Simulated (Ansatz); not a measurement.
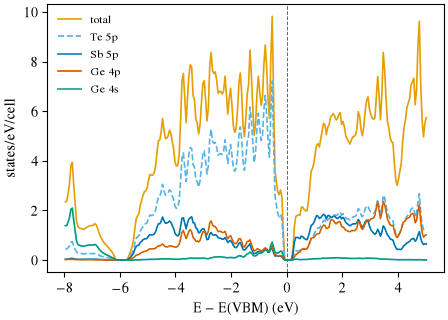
Fig. 1. Total and projected density of states of Ge2Sb2Te5 in space group Cm (No. 8; Pearson symbol mS18), the program Ansatz at the r²SCAN level (PAW)

Task: Which orbitals carry the states next to the gap?

Result: Top 1 eV of the valence band: Te 5p 74 %, Ge 4s 7 %, Ge 4p 6 %, Sb 5s 5 %, Sb 5p 5 %. Bottom 1 eV of the conduction band: Sb 5p 43 %, Te 5p 23 %, Ge 4p 21 %, Te 5s 6 %. Projections are on Löwdin-orthogonalised atomic valence shells; empty p or d shells of many metals are not among them.

Task: Where is the tallest occupied peak in this window, and what makes it?

Result: Near -0.5 eV, about 9.8 states/eV per cell; the largest projected share is Te 5p.

The first step of the workflow began from a Materials Project structure, measured or hypothetical; the Crystallography Open Database copy checked does not list it. It is not the phase usual at ambient conditions (space group No. 164). The cell was relaxed with r²SCAN under the symmetry of its start; whether a distortion lowers the energy is not shown. Spin–orbit coupling is left out wherever it is not named.

Potentials: the later of the program's two PAW sets.
